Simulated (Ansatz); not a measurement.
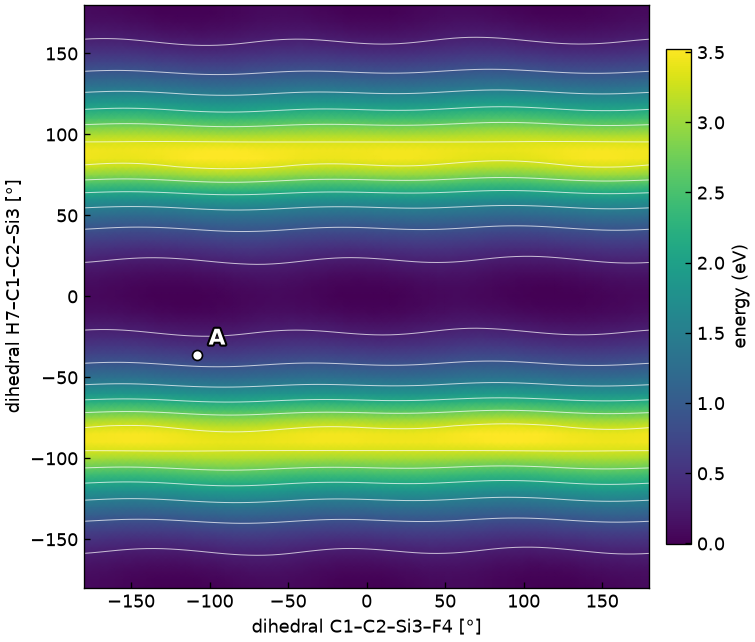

C2H3Cl2FSi, SMILES C=C[Si](F)(Cl)Cl. 
- First axis: dihedral C1–C2–Si3–F4. Second axis: dihedral H7–C1–C2–Si3.
- Nothing is relaxed (all other coordinates rigid).
- Grid: 15 × 15 points; 114 points were computed and 111 follow by symmetry.
- Points are written as (first, second).
- Energies are in eV, from the relaxed molecule at the same level.
- The dihedral twists a double bond; near 90° a spin-restricted reference is unreliable.
- All numbers below come from Ansatz, RKS PBE0-D4/def2-SVP.

In the figure: a smooth colour map with a few white contour lines, the point A. Between grid points the surface is interpolated.

Is A at rest? If not, where is it pushed?

Answer. A, at (−108°, −36°), is not a stationary point. The computed force is 0.0013 eV for each degree towards larger values of dihedral C1–C2–Si3–F4 and 0.036 eV for each degree towards larger values of dihedral H7–C1–C2–Si3.
